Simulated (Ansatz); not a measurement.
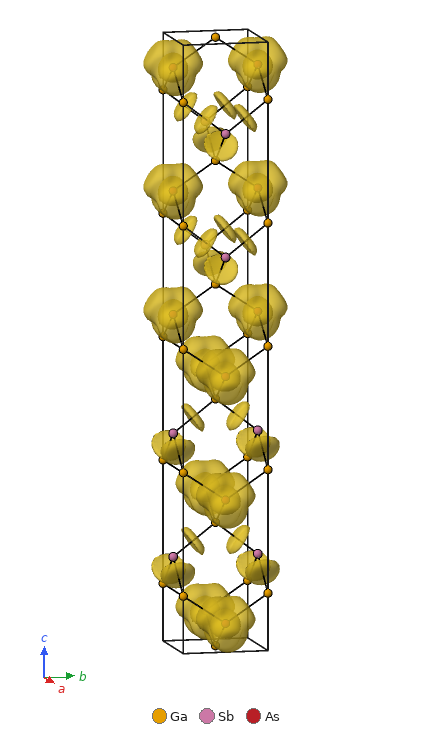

*Ga5Sb2As3. Isosurface of the electron localisation function at 0.6 (yellow), seen slightly off an axis. Core shells and regions of very low density are left out. Sticks mark near contacts.*

Space group I-4m2; a structure generated by program, which may or may not match a known phase.

Theory: DFT PBE, scalar-relativistic, plane waves, PAW (Ansatz).

In a PAW calculation such maps are meaningful between the atoms, not at the nuclei.

```
Ga Sb As
1.0
     4.19781    0.00000    0.00000
     0.00000    4.19781    0.00000
     0.00000    0.00000   29.68838
Ga Sb As
10 4 6
Direct
  0.50000 0.50000 0.20270
  0.00000 0.00000 0.70270
  0.00000 0.00000 0.29730
  0.50000 0.50000 0.79730
  0.50000 0.50000 0.40568
  0.00000 0.00000 0.90568
  0.50000 0.50000 0.00000
  0.00000 0.00000 0.50000
  0.00000 0.00000 0.09432
  0.50000 0.50000 0.59432
  0.50000 0.00000 0.35148
  0.00000 0.50000 0.85148
  0.50000 0.00000 0.14852
  0.00000 0.50000 0.64852
  0.00000 0.50000 0.45288
  0.50000 0.00000 0.95288
  0.00000 0.50000 0.04712
  0.50000 0.00000 0.54712
  0.00000 0.50000 0.25000
  0.50000 0.00000 0.75000
```

> Identify the bonds, lone pairs and shells in this picture.

At this value the surface marks out 16 regions between bonded Ga–Sb atoms and six regions on As in which the atom's valence shell and bonds are merged, counted in one cell of 20 atoms. Regions shared between cells count once.

Values along the shortest contacts:
Ga–As (2.52 Å): the ELF peaks at about 0.80 between the atoms. Ga–Sb (2.64 Å): the ELF peaks at about 0.70 between the atoms.
